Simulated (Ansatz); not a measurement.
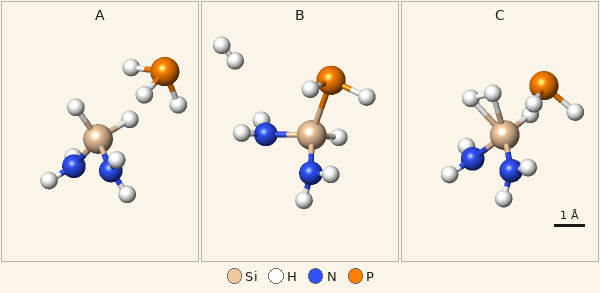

3 geometries from a converged minimum-energy path of SiPN₂H₉, made up of SiN2H6 and PH3, shuffled. The picture is a ball-and-stick view, seen from a free direction.

Method: RKS r2SCAN-D4/6-31G* (Ansatz 0.2.0). Set-up: 5 movable images; climbing image; force threshold 0.03 eV/Å; iteration limit 60; starting path through a guess of the saddle point.

### Which of them lies highest in energy?

C. In order along the path, whose images run from 0 to 6: A (image 1, +0.1 kcal/mol), C (image 3, +56.5 kcal/mol), B (image 6, −1.8 kcal/mol). Breaking: H–P (1.42 → 3.98 Å), H–Si (1.50 → 3.66 Å). Forming: H–H (2.83 → 0.74 Å), P–Si (4.23 → 2.28 Å).

Limits of the set-up: the start holds two separate molecules, 2.8 Å apart at their closest, whose relative position is a soft coordinate.

Cost: 12 min on 2 threads of Intel(R) Xeon(R) Platinum 8259CL CPU @ 2.50GHz (Skylake/Cascade Lake), with other jobs on the host, peak memory 0.2 GiB.
